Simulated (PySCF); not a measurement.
```xyz
4
charge 0, multiplicity 1
Al   -0.0025   -0.0007   -0.0003
Cl    2.0758   -0.0329    0.0156
Cl   -1.0059    1.8204   -0.0240
Cl   -1.0674   -1.7869    0.0087
```

Describe the molecule in this file.

Formula AlCl₃. Its SMILES string is `[Cl][Al]([Cl])[Cl]`. All atoms lie on one plane. Coordination: 1 Al trigonal planar.

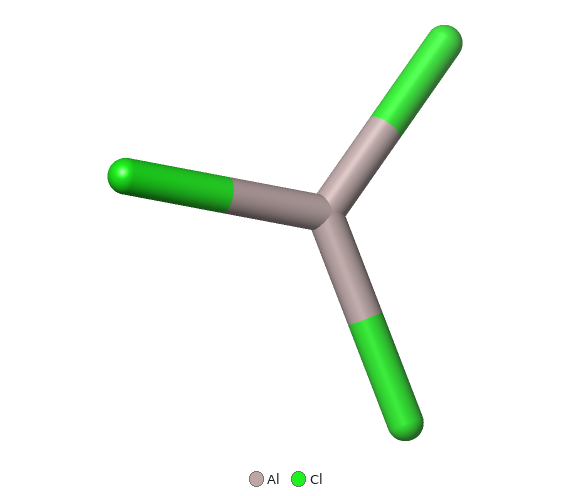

Figure made from data computed with PySCF.
